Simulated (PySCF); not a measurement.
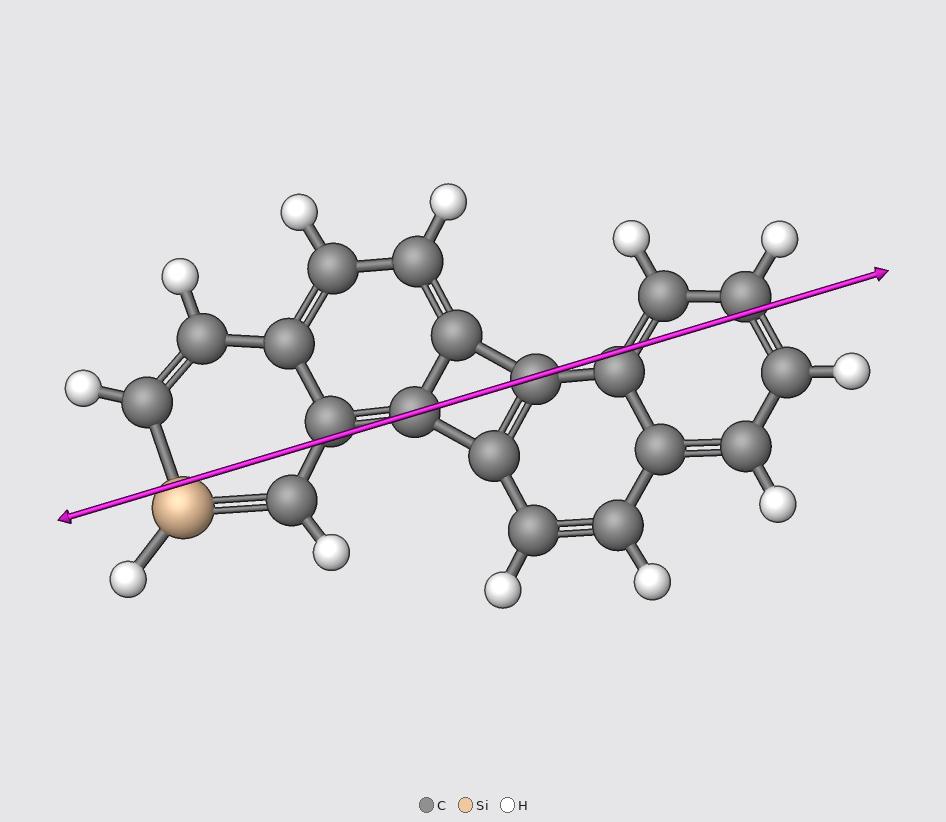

The double arrow shows the direction of the transition dipole to excited singlet state 5 (its length means nothing). The computed structure is the end point of a GFN2-xTB optimisation. No frequency run is at hand to confirm it as a minimum. Method: TDDFT CAM-B3LYP/6-31G*, vertical, gas phase, core orbitals frozen in the response, virtual orbitals cut by energy (PySCF 2.14.0).

Question: Where does the transition lie, and how strong is it?

Answer: 4.47 eV (277 nm), oscillator strength 0.66, mainly HOMO → LUMO+2 (weight 0.76); transition dipole 6.24 D.

The geometry is semi-empirical. Around Si such bond lengths and angles can be off by a tenth of an ångström or more and by several degrees, and values that hang on the shape move with them.
